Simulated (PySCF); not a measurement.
Molecule: Ga(I)2(Me), SMILES [Ga]([I])([CH3])[I]. Atoms near the plane z = 1.2 Å, at the B3LYP/def2-SVP optimised geometry (x, y, z in Å): Ga1 (-0.3, 0.1, 0.0), I2 (2.2, 0.1, 0.0), I3 (-1.4, 2.4, 0.0), C4 (-1.3, -1.5, 0.0), H6 (-1.7, -1.7, 1.1), H7 (-0.7, -2.4, -0.3).

Level of theory: B3LYP/def2-TZVP, def2 effective core potentials past Kr run with PySCF. The core electrons that the potentials of I replace are not part of the density. The values are rescaled to run from 0 to 1.

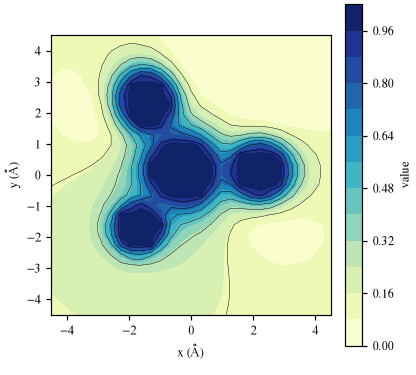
Figure. a field on the plane z = 1.2 Å.

**Question.** Which quantity is mapped?
A. deformation density (molecule minus spherical neutral atoms)
B. log10 of the electron density
C. electron localisation function
D. electrostatic potential

**Answer.** D, electrostatic potential. In full: electrostatic potential (hartree/e), clipped to [-0.08, 0.12].
